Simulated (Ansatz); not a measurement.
# LiAlF4: complex band structure

A new crystal, LiAlF4: structure, gap and complex bands. It is built by putting Li for Rb in the RbAlF4 structure of space group P4/mmm, with the volume rescaled by atomic radii. The parent structure comes from the Materials Project.

Calculated with Ansatz 0.2.0; LDA DFT, plane waves, PAW files, in the first sound run; inputs show where later runs differ.

The structure was built from a prototype and need not be the compound's stable phase.

## Step 1: Set-up

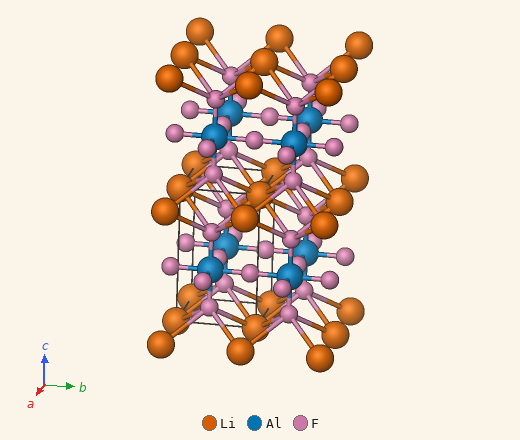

The cell as given, from a free direction (lithium orange, aluminium blue, fluorine pink). 2×2×2 cells are drawn. Some periodic images of atoms are drawn too.

## Step 2: Relaxing the new crystal

The substituted atoms don't fit the parent's cell, so cell and atoms relax together. A small smearing keeps the run stable in case the gap closes on the way.

input.yaml

```yaml
crystal:
  lattice:
    - [3.1844411503, 0.0, 0.0]
    - [0.0, 3.1844411503, 0.0]
    - [0.0, 0.0, 5.478222217]
  atoms:
    - { symbol: Li, position: [0.0, 0.0, 0.0] }
    - { symbol: Al, position: [0.5, 0.5, 0.5] }
    - { symbol: F, position: [0.5, 0.5, 0.78163173] }
    - { symbol: F, position: [0.5, 0.5, 0.21836827] }
    - { symbol: F, position: [0.5, 0.0, 0.5] }
    - { symbol: F, position: [0.0, 0.5, 0.5] }
kpoints:
  mp_grid: { grid: [6, 6, 4] }
scf:
  occupations: { method: gaussian, width: 0.03 }
hamiltonian:
  xc: lda
output:
  forces: true
  stress: true
relax:
  f_tol: 0.02
  max_steps: 60
  cell: {}
```

The run is started by

```sh
$ ansatz run input.yaml --threads 2 --pin off --max-ram 4096MiB --backend cpu --events-out ev --progress --plain --runs-dir out
```

Numbers of over 12 decimals in the logs are rounded to 6 here.

Log:

```text
Engine: ansatz 0.2.0, x86_64-unknown-linux-gnu
Pseudopotentials: kind: paw
Pseudopotential: Li, paw, valence charge 3, recommended cutoff 420 eV (normal), Li.paw.azcp
Pseudopotential: Al, paw, valence charge 3, recommended cutoff 420 eV (normal), Al.paw.azcp
Pseudopotential: F, paw, valence charge 7, recommended cutoff 420 eV (normal), F.paw.azcp
Functional definition: SPW92
  exchange = slater_x
  correlation = pw_c
Crystal: 6 atoms, lattice volume = 55.553 Å³
Basis set: ecut = 420 eV, 1083 PW (Γ)
Bands: 23, of which v1, the nominal top of the filled ones, is band 17 counted from 1 (16 counted from 0)
Symmetry: 16 space group operations
Space group: P4/mmm (ITA 123), of the structure as read, at distance tolerance 3.8e-5 Å
k-points: 30 of 144
Non-local potential: Li, projectors of the file, l = 0: 3, l = 1: 2, l = 2: 1
Non-local potential: Al, projectors of the file, l = 0: 2, l = 1: 2, l = 2: 1
Non-local potential: F, projectors of the file, l = 0: 2, l = 1: 2, l = 2: 1
PAW form: soft (Blöchl's): semilocal exchange-correlation on the pseudo side does not see the compensation charge
PAW frozen core: Al, regenerated for the run's functional, and the local potential with it (the file was generated under x = pbe(κ = 0.804, μ = 0.219515), c = pbe(β = 0.066725))
PAW frozen core: F, regenerated for the run's functional, and the local potential with it (the file was generated under x = pbe(κ = 0.804, μ = 0.219515), c = pbe(β = 0.066725))
PAW one-centre angular grid: Li, 110 points (default); XC on 64 Gauss nodes
PAW one-centre angular grid: Al, 110 points (default); XC on 64 Gauss nodes
PAW one-centre angular grid: F, 110 points (default); XC on 64 Gauss nodes
Initial density: superposition of atomic densities (neutral atoms: chi_scale 0, normalization atom), corrected by the library's trained network
Initial wavefunctions: pseudopotential atomic-orbital guess
Functional: x = slater, c = lda
SCF iter   1: F=—  HF=-3894.239872 eV  |F-HF|=—  |Δ(HF+E_count)|=         —  Δρ=2.16e-2  dr2=1.67e-1  ethr=1.77e-3  ⟨swp⟩=8.1  Hψ=3654  notcnv=0  defer=1
preconditioner: auto → none  [insulator: Δε(μ)=6.202 eV  Ē_g=19.948 eV  σ=0.030 eV  W_gap=1.00  n_scr=16 (ndim 8)  ℏωp=28.2 eV  f_vac=0.154  D(μ)=0.00/eV (n_scr^D=0)  ε∞_Penn≈3.0]
SCF iter   2: F=—  HF=-3894.184986 eV  |F-HF|=—  |Δ(HF+E_count)|=   5.49e-2  Δρ=7.51e-3  dr2=1.15e-2  ethr=4.90e-4  ⟨swp⟩=2.1  Hψ=1465  notcnv=0  defer=50
SCF iter   3: F=—  HF=-3894.180358 eV  |F-HF|=—  |Δ(HF+E_count)|=   4.63e-3  Δρ=1.87e-3  dr2=7.67e-4  ethr=3.37e-5  ⟨swp⟩=2.0  Hψ=1190  notcnv=0  defer=50
SCF iter   4: F=—  HF=-3894.180044 eV  |F-HF|=—  |Δ(HF+E_count)|=   3.14e-4  Δρ=9.51e-4  dr2=2.85e-4  ethr=2.25e-6  ⟨swp⟩=2.0  Hψ=1201  notcnv=0  defer=50
SCF iter   5: F=—  HF=-3894.179954 eV  |F-HF|=—  |Δ(HF+E_count)|=   9.06e-5  Δρ=9.46e-5  dr2=2.05e-6  ethr=8.37e-7  ⟨swp⟩=2.1  Hψ=1003  notcnv=0  defer=50
SCF iter   6: F=—  HF=-3894.179950 eV  |F-HF|=—  |Δ(HF+E_count)|=   3.85e-6  Δρ=1.17e-5  dr2=4.11e-8  ethr=2.94e-10  ⟨swp⟩=3.0  Hψ=2617  notcnv=0
SCF iter   7: F=-3894.179950 eV  HF=-3894.179950 eV  |F-HF|=2.70e-10  |Δ(HF+E_count)|=   4.63e-9  Δρ=2.41e-6  dr2=1.21e-9  ethr=1.21e-10  ⟨swp⟩=2.0  Hψ=2223  notcnv=0
SCF 1 converged in 7 iterations: F = -3894.179950 eV  dr2 = 1.21e-9
  greatest PAW one-centre occupation: 0.999 electrons in one spin orbital (limit 2), on the Li atom at site 0 (counted from 0), in its partial waves of l = 0
relax step   1: F+E_penalty+E_count = -3894.17994987 eV  Δ(F+E_penalty+E_count) = +0.000e0 eV  max|allowed force component| = 8.268e0 eV/Å  Δτ_max = 0.0000 Å  P = +59.175 GPa  Ω = 55.553 Å³  (7 SCF iters, dr2 threshold 1.00e-7 eV, accepted)
Crystal: 6 atoms, lattice volume = 60.404 Å³
Basis set: ecut = 420 eV, 1187 PW (Γ)
Initial density: handed on by an earlier stage of this run
Initial wavefunctions: those handed on with the density
iter 1 solved again at ethr=4.62e-4 eV; its pass at ethr=3.10e-3 eV (dr2=1.57e-1 eV) is discarded
SCF iter   1: F=—  HF=-3896.054694 eV  |F-HF|=—  |Δ(HF+E_count)|=         —  Δρ=2.07e-2  dr2=1.54e-1  ethr=4.62e-4  ⟨swp⟩=1.2  Hψ=4121  notcnv=0
preconditioner: auto → none  [insulator: Δε(μ)=6.040 eV  Ē_g=19.272 eV  σ=0.030 eV  W_gap=1.00  n_scr=16 (ndim 8)  ℏωp=27.0 eV  f_vac=0.176  D(μ)=0.00/eV (n_scr^D=0)  ε∞_Penn≈3.0]
SCF iter   2: F=—  HF=-3895.990020 eV  |F-HF|=—  |Δ(HF+E_count)|=   6.47e-2  Δρ=6.96e-3  dr2=1.14e-2  ethr=4.52e-4  ⟨swp⟩=2.7  Hψ=1401  notcnv=0
SCF iter   3: F=—  HF=-3895.983320 eV  |F-HF|=—  |Δ(HF+E_count)|=   6.70e-3  Δρ=2.30e-3  dr2=1.46e-3  ethr=3.36e-5  ⟨swp⟩=2.0  Hψ=1439  notcnv=0  defer=44
SCF iter   4: F=—  HF=-3895.982146 eV  |F-HF|=—  |Δ(HF+E_count)|=   1.17e-3  Δρ=5.49e-4  dr2=1.02e-4  ethr=4.30e-6  ⟨swp⟩=2.0  Hψ=1133  notcnv=0  defer=45
SCF iter   5: F=—  HF=-3895.982117 eV  |F-HF|=—  |Δ(HF+E_count)|=   2.89e-5  Δρ=2.71e-4  dr2=2.38e-5  ethr=3.00e-7  ⟨swp⟩=2.0  Hψ=1061  notcnv=0  defer=45
SCF iter   6: F=—  HF=-3895.982110 eV  |F-HF|=—  |Δ(HF+E_count)|=   7.12e-6  Δρ=4.93e-5  dr2=6.73e-7  ethr=7.01e-8  ⟨swp⟩=2.3  Hψ=993  notcnv=0  defer=45
SCF iter   7: F=-3895.982110 eV  HF=-3895.982110 eV  |F-HF|=2.62e-9  |Δ(HF+E_count)|=   1.86e-7  Δρ=5.95e-6  dr2=9.61e-9  ethr=1.76e-9  ⟨swp⟩=4.0  Hψ=2139  notcnv=0
SCF 2 converged in 7 iterations: F = -3895.982110 eV  dr2 = 9.61e-9
relax step   2: F+E_penalty+E_count = -3895.98210984 eV  Δ(F+E_penalty+E_count) = -1.802e0 eV  max|allowed force component| = 4.413e0 eV/Å  Δτ_max = 0.0438 Å  P = +31.087 GPa  Ω = 60.404 Å³  energy of the carried Pulay correction = -2.951e-2 eV  (7 SCF iters, dr2 threshold 6.00e-7 eV, accepted)
Crystal: 6 atoms, lattice volume = 67.941 Å³
Basis set: ecut = 420 eV, 1335 PW (Γ)
iter 1 solved again at ethr=5.93e-4 eV; its pass at ethr=3.10e-3 eV (dr2=2.02e-1 eV) is discarded
SCF iter   1: F=—  HF=-3896.971669 eV  |F-HF|=—  |Δ(HF+E_count)|=         —  Δρ=2.20e-2  dr2=1.95e-1  ethr=5.93e-4  ⟨swp⟩=1.2  Hψ=4172  notcnv=0
preconditioner: auto → none  [insulator: Δε(μ)=5.745 eV  Ē_g=18.332 eV  σ=0.030 eV  W_gap=1.00  n_scr=16 (ndim 8)  ℏωp=25.5 eV  f_vac=0.211  D(μ)=0.00/eV (n_scr^D=0)  ε∞_Penn≈2.9]
SCF iter   2: F=—  HF=-3896.897153 eV  |F-HF|=—  |Δ(HF+E_count)|=   7.45e-2  Δρ=7.74e-3  dr2=1.97e-2  ethr=5.74e-4  ⟨swp⟩=2.4  Hψ=1345  notcnv=0
SCF iter   3: F=—  HF=-3896.888462 eV  |F-HF|=—  |Δ(HF+E_count)|=   8.69e-3  Δρ=2.60e-3  dr2=2.21e-3  ethr=5.78e-5  ⟨swp⟩=2.0  Hψ=1315  notcnv=0  defer=24
SCF iter   4: F=—  HF=-3896.887429 eV  |F-HF|=—  |Δ(HF+E_count)|=   1.03e-3  Δρ=1.53e-3  dr2=9.91e-4  ethr=6.49e-6  ⟨swp⟩=2.2  Hψ=1157  notcnv=0  defer=25
SCF iter   5: F=—  HF=-3896.886993 eV  |F-HF|=—  |Δ(HF+E_count)|=   4.36e-4  Δρ=2.37e-4  dr2=1.83e-5  ethr=2.91e-6  ⟨swp⟩=2.2  Hψ=1204  notcnv=0  defer=27
SCF iter   6: F=—  HF=-3896.886986 eV  |F-HF|=—  |Δ(HF+E_count)|=   6.99e-6  Δρ=5.36e-5  dr2=9.39e-7  ethr=5.38e-8  ⟨swp⟩=2.4  Hψ=1099  notcnv=0  defer=27
SCF iter   7: F=-3896.886986 eV  HF=-3896.886986 eV  |F-HF|=3.12e-10  |Δ(HF+E_count)|=   1.96e-8  Δρ=4.95e-6  dr2=7.98e-9  ethr=1.76e-9  ⟨swp⟩=4.0  Hψ=2238  notcnv=0
SCF 3 converged in 7 iterations: F = -3896.886986 eV  dr2 = 7.98e-9
relax step   3: F+E_penalty+E_count = -3896.88698630 eV  Δ(F+E_penalty+E_count) = -9.049e-1 eV  max|allowed force component| = 1.372e0 eV/Å  Δτ_max = 0.0250 Å  P = +4.588 GPa  Ω = 67.941 Å³  energy of the carried Pulay correction = -7.078e-2 eV  (7 SCF iters, dr2 threshold 6.00e-7 eV, accepted)
[... from here on, the SCF cycles and remarks between the steps are left out ...]
relax step   4: F+E_penalty+E_count = -3896.93643473 eV  Δ(F+E_penalty+E_count) = -4.945e-2 eV  max|allowed force component| = 1.648e-1 eV/Å  Δτ_max = 0.0639 Å  P = +1.522 GPa  Ω = 67.761 Å³  energy of the carried Pulay correction = -6.985e-2 eV  (6 SCF iters, dr2 threshold 6.00e-7 eV, accepted)
relax step   5: F+E_penalty+E_count = -3896.94927164 eV  Δ(F+E_penalty+E_count) = -1.284e-2 eV  max|allowed force component| = 1.229e-1 eV/Å  Δτ_max = 0.0200 Å  P = -1.255 GPa  Ω = 69.202 Å³  energy of the carried Pulay correction = -7.720e-2 eV  (6 SCF iters, dr2 threshold 6.00e-7 eV, accepted)
relax step   6: F+E_penalty+E_count = -3896.95681356 eV  Δ(F+E_penalty+E_count) = -7.542e-3 eV  max|allowed force component| = 1.325e-2 eV/Å  Δτ_max = 0.0014 Å  P = +0.186 GPa  Ω = 68.605 Å³  energy of the carried Pulay correction = -7.418e-2 eV  (5 SCF iters, dr2 threshold 6.00e-7 eV, accepted)
relax step   7: F+E_penalty+E_count = -3896.95649956 eV  Δ(F+E_penalty+E_count) = +3.140e-4 eV  max|allowed force component| = 1.268e-3 eV/Å  Δτ_max = 0.0001 Å  P = +0.007 GPa  Ω = 68.675 Å³  energy of the carried Pulay correction = -7.453e-2 eV  (3 SCF iters, dr2 threshold 1.01e-7 eV, accepted)
relax step   8: F+E_penalty+E_count = -3897.24138530 eV  Δ(F+E_penalty+E_count) = -2.849e-1 eV  max|allowed force component| = 2.978e-2 eV/Å  Δτ_max = 0.0000 Å  P = +6.100 GPa  Ω = 68.675 Å³  stress off target by 6.37e0 GPa  SCF on the basis re-selected at this cell (its energy is not comparable with the rows above)  (8 SCF iters)
relax step   9: F+E_penalty+E_count = -3897.29196643 eV  Δ(F+E_penalty+E_count) = -5.058e-2 eV  max|allowed force component| = 2.497e-2 eV/Å  Δτ_max = 0.0143 Å  P = +1.942 GPa  Ω = 71.553 Å³  energy of the carried Pulay correction = -2.027e-2 eV  (6 SCF iters, dr2 threshold 6.00e-7 eV, accepted)
relax step  10: F+E_penalty+E_count = -3897.28875697 eV  Δ(F+E_penalty+E_count) = +3.209e-3 eV  max|allowed force component| = 2.261e-2 eV/Å  Δτ_max = 0.0091 Å  P = +0.148 GPa  Ω = 73.055 Å³  energy of the carried Pulay correction = -3.358e-2 eV  (5 SCF iters, dr2 threshold 6.00e-7 eV, accepted)
relax step  11: F+E_penalty+E_count = -3897.28725789 eV  Δ(F+E_penalty+E_count) = +1.499e-3 eV  max|allowed force component| = 5.656e-3 eV/Å  Δτ_max = 0.0019 Å  P = -0.003 GPa  Ω = 73.224 Å³  energy of the carried Pulay correction = -3.522e-2 eV  (5 SCF iters, dr2 threshold 5.97e-8 eV, accepted)
relax step  12: F+E_penalty+E_count = -3897.32662913 eV  Δ(F+E_penalty+E_count) = -3.937e-2 eV  max|allowed force component| = 1.718e-3 eV/Å  Δτ_max = 0.0000 Å  P = +0.303 GPa  Ω = 73.224 Å³  stress off target by 3.38e-1 GPa  SCF on the basis re-selected at this cell (its energy is not comparable with the rows above)  (6 SCF iters)
relax step  13: F+E_penalty+E_count = -3897.32521034 eV  Δ(F+E_penalty+E_count) = +1.419e-3 eV  max|allowed force component| = 4.935e-3 eV/Å  Δτ_max = 0.0019 Å  P = -0.011 GPa  Ω = 73.516 Å³  energy of the carried Pulay correction = -1.703e-3 eV  (4 SCF iters, dr2 threshold 2.86e-7 eV, accepted)
iter 1 solved again at ethr=1.16e-7 eV; its pass at ethr=3.10e-3 eV (dr2=3.94e-5 eV) is discarded
SCF iter   1: F=—  HF=-3897.326770 eV  |F-HF|=—  |Δ(HF+E_count)|=         —  Δρ=6.80e-5  dr2=4.97e-7  ethr=1.16e-7  ⟨swp⟩=2.9  Hψ=5366  notcnv=0
preconditioner: auto → none  [insulator: Δε(μ)=5.760 eV  Ē_g=17.903 eV  σ=0.030 eV  W_gap=1.00  n_scr=16 (ndim 8)  ℏωp=24.5 eV  f_vac=0.211  D(μ)=0.00/eV (n_scr^D=0)  ε∞_Penn≈2.9]
SCF iter   2: F=—  HF=-3897.326773 eV  |F-HF|=—  |Δ(HF+E_count)|=   2.76e-6  Δρ=3.09e-5  dr2=1.78e-7  ethr=1.46e-9  ⟨swp⟩=2.0  Hψ=1114  notcnv=0
SCF iter   3: F=—  HF=-3897.326773 eV  |F-HF|=—  |Δ(HF+E_count)|=   2.85e-7  Δρ=1.74e-5  dr2=2.44e-8  ethr=5.25e-10  ⟨swp⟩=2.0  Hψ=1103  notcnv=0
SCF iter   4: F=—  HF=-3897.326773 eV  |F-HF|=—  |Δ(HF+E_count)|=   1.35e-7  Δρ=8.01e-6  dr2=5.39e-9  ethr=7.16e-11  ⟨swp⟩=2.1  Hψ=1038  notcnv=0
SCF iter   5: F=—  HF=-3897.326773 eV  |F-HF|=—  |Δ(HF+E_count)|=   2.74e-8  Δρ=1.90e-6  dr2=2.38e-10  ethr=1.59e-11  ⟨swp⟩=2.2  Hψ=1105  notcnv=0
SCF iter   6: F=-3897.326773 eV  HF=-3897.326773 eV  |F-HF|=2.91e-11  |Δ(HF+E_count)|=   2.23e-9  Δρ=2.19e-7  dr2=3.43e-12  ethr=1.00e-12  ⟨swp⟩=4.0  Hψ=2243  notcnv=0
SCF 14 converged in 6 iterations: F = -3897.326773 eV  dr2 = 3.43e-12
relax step  14: F+E_penalty+E_count = -3897.32677295 eV  Δ(F+E_penalty+E_count) = -1.563e-3 eV  max|allowed force component| = 4.880e-3 eV/Å  Δτ_max = 0.0000 Å  P = +0.003 GPa  Ω = 73.516 Å³  stress off target by 1.83e-2 GPa  SCF on the basis re-selected at this cell (its energy is not comparable with the rows above)  (6 SCF iters)
basis re-selected at this cell: Δ(F+E_penalty+E_count) = -1.563e-3 eV, ΔP = +0.014 GPa vs the last step (what re-selecting the basis moved, of the pressure what is left beyond the Pulay correction that the steps carried, after the strain that the cell walked since its last selection, with what the two solves' SCF thresholds leave and, on support functions, any second-order correction that the steps lacked; it is no m [...]
SCF converged after 6 iterations
Free energy (F): -3897.326773 eV
Harris-Foulkes:  -3897.326773 eV  (|F-HF|=2.91e-11)
Internal energy: -3897.326773 eV  (E = F + TS)
E sigma→0 (E₀):  -3897.326773 eV
Fermi energy:    2.735360 eV
--- Per-component energies (eV) ---
  E_band       = -303.913941
  E_kinetic    = 874.607497
  E_local      = -3032.495617  (includes V_loc(G=0)·N_el)
  E_nonlocal   = 280.450767
  E_hartree    = 1154.130983
  E_xc         = -363.367716
  E_vxc        = -448.826536  (∫ρ·V_xc dr)
  E_paw        = -1213.903384  (= ΣΔE_a)
  E_vpaw       = -285.920053  (= ΣTr[D̂ρ^β])
  E_aug_tail   = 0.008103  (compensation charges beyond the density's cutoff)
  E_ewald      = -1597.266129
  E_core_change = 0.508723  (= ΣΔE_core)
  E_smearing   = -0.000000  (= −TS)
  E_closure    = -0.000000  (closes the sum)
  Σ components = -3897.326773   (vs F -3897.326773, Δ=0.00e0)
--- Forces (eV/Å), atoms counted from 1 ---
  atom   1  Li    -0.00000000    -0.00000000     0.00000000
  atom   2  Al     0.00000000     0.00000000     0.00000000
  atom   3  F      0.00000000     0.00000000    -0.00487970
  atom   4  F      0.00000000     0.00000000     0.00487970
  atom   5  F      0.00000000    -0.00000000     0.00000000
  atom   6  F      0.00000000     0.00000000     0.00000000
  max |Σ_I F_I| component: 3.01e-30 eV/Å
--- Stress (GPa, compression-positive) ---
       -0.004652       0.000000       0.000000
        0.000000      -0.004652       0.000000
        0.000000       0.000000       0.018273
  P = ⅓ Tr σ = 0.0030 GPa (0.030 kbar)
--- Relaxed structure (11 steps of the walk, 11 accepted, 3 SCFs on fresh bases) ---
  F+E_penalty+E_count = -3897.32677295 eV   max|allowed force component| = 4.880e-3 eV/Å   (the final SCF, on the basis selected at the relaxed cell)
  cell:  # Å, volume = 73.5164 Å³
    - [3.513618, 0, 0.0]
    - [0, 3.513618, 0.0]
    - [0.0, 0.0, 5.954911]
  atoms:
    - { symbol: Li, position: [0, 0, 0] }
    - { symbol: Al, position: [0.5, 0.5, 0.500000] }
    - { symbol: F, position: [0.5, 0.5, 0.797505] }
    - { symbol: F, position: [0.5, 0.5, 0.202495] }
    - { symbol: F, position: [0.5, 0, 0.500000] }
    - { symbol: F, position: [0, 0.5, 0.500000] }
```

The job ended after 15 s (2 threads of Intel Xeon Platinum 8488C (Sapphire Rapids), shared host; peak memory 0.4 GiB).

The steps of the relaxation:

| step | energy less that of the first step (eV) | largest force component (eV/Å) | pressure (GPa) | volume (Å³) |
| --- | --- | --- | --- | --- |
| 1 | 0.0000 | 8.2683 | 59.17 | 55.55 |
| 2 | -1.8022 | 4.4130 | 31.09 | 60.40 |
| 3 | -2.7070 | 1.3724 | 4.59 | 67.94 |
| 4 | -2.7565 | 0.1648 | 1.52 | 67.76 |
| 5 | -2.7693 | 0.1229 | -1.26 | 69.20 |
| 6 | -2.7769 | 0.0132 | 0.19 | 68.60 |
| 7 | -2.7765 | 0.0013 | 0.01 | 68.68 |
| 8* | -3.0614 | 0.0298 | 6.10 | 68.68 |
| 9 | -3.1120 | 0.0250 | 1.94 | 71.55 |
| 10 | -3.1088 | 0.0226 | 0.15 | 73.06 |
| 11 | -3.1073 | 0.0057 | 0.00 | 73.22 |
| 12* | -3.1467 | 0.0017 | 0.30 | 73.22 |
| 13 | -3.1453 | 0.0049 | -0.01 | 73.52 |
| 14* | -3.1468 | 0.0049 | 0.00 | 73.52 |

Relaxation steps marked * repeat the geometry before them on a plane-wave basis chosen anew for their cell, so energy and pressure can jump there.

Forces are held to the 16 operations that the run works with; a distortion that breaks them can't arise in this run.

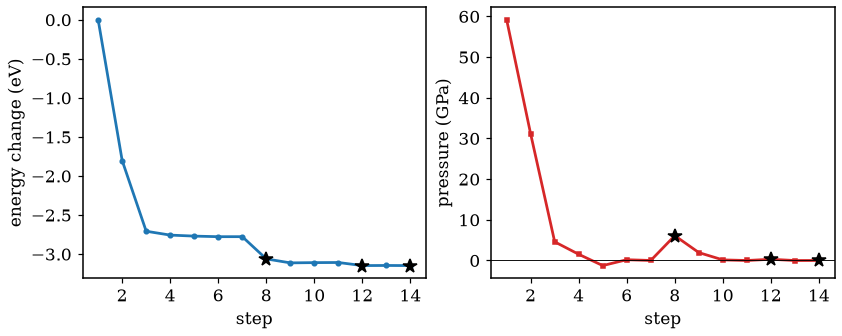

Energy and pressure along the relaxation. Stars mark steps on a basis chosen anew.

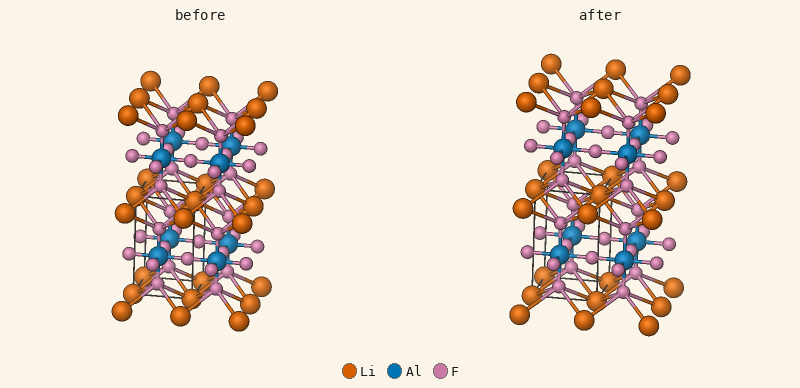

Before and after, at one scale.

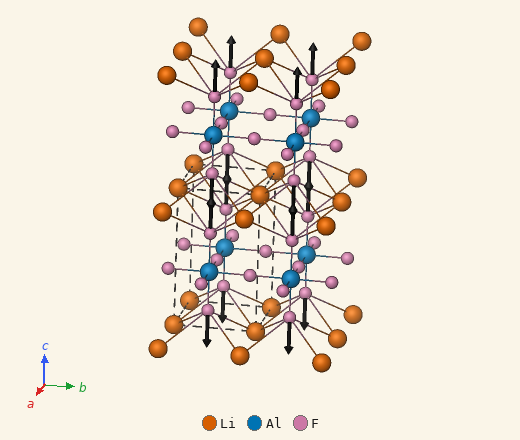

Displacements in the relaxation, exaggerated, measured against the changing cell; the longest in the cell stands for 0.09 Å. 2×2×2 cells are drawn. Some periodic images of atoms are drawn too.

| conventional cell, symmetrised | before | after | change |
| --- | --- | --- | --- |
| a (Å) | 3.184 | 3.514 | +10.3 % |
| b (Å) | 3.184 | 3.514 | +10.3 % |
| c (Å) | 5.478 | 5.955 | +8.7 % |
| volume (Å³/atom) | 9.26 | 12.25 | +32.3 % |

The atoms that moved most (Å, as changes of fractional coordinates times the final cell):

| atom | dx | dy | dz | length |
| --- | --- | --- | --- | --- |
| F4 | 0.000 | 0.000 | -0.095 | 0.095 |
| F3 | 0.000 | 0.000 | 0.095 | 0.095 |

The relaxed structure:

```xyz
6
Lattice="3.5136 0.0000 0.0000 0.0000 3.5136 0.0000 0.0000 0.0000 5.9549" Properties=species:S:1:pos:R:3 pbc="T T T"
Li    0.0000    0.0000    0.0000
Al    1.7568    1.7568    2.9775
F     1.7568    1.7568    4.7491
F     1.7568    1.7568    1.2058
F     1.7568    0.0000    2.9775
F     0.0000    1.7568    2.9775
```

This step gave:

* free energy: -3897.3268 eV
* Fermi energy: 2.735 eV
* pressure: 0.002989 GPa

The largest force component on a free atom ends at 0.0049 eV/Å.

[end of part 1 of 3]

[Logs are printed without paths, hosts, clocks, repeated set-up lines and the standing remarks that a program may print on its own settings, such as how far it seeks lower states.]

[Hosts, paths, dates, database ids (printed as entryN), source tags and the programs' standing remarks are cut or masked in the printed files.]

[New means built here by substitution; the compound itself may be known and measured.]
